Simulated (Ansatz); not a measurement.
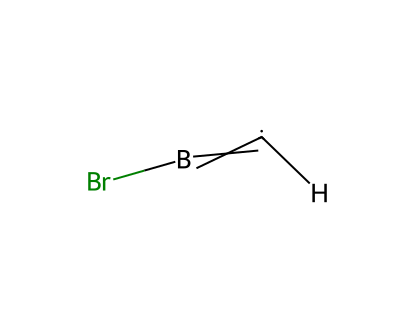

Structural formula above. The species is neutral and a spin doublet. The geometry was computed by an optimisation with PBE0-D4/def2-TZVP. No frequency run is at hand to confirm it as a minimum.

Describe the 3D structure.

It has 4 atoms: 1 carbon, 1 hydrogen, 1 boron and 1 bromine (CHBBr). SMILES: `[CH]=BBr`. The point group is C∞v. It is an open-shell species. All atoms lie on one line. Coordination: 1 C linear; 1 B linear.

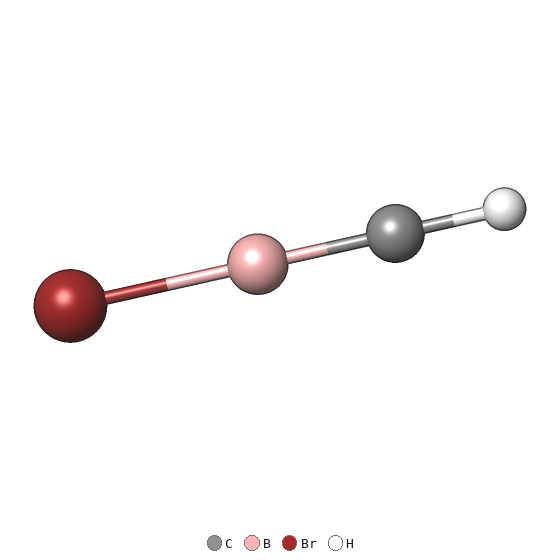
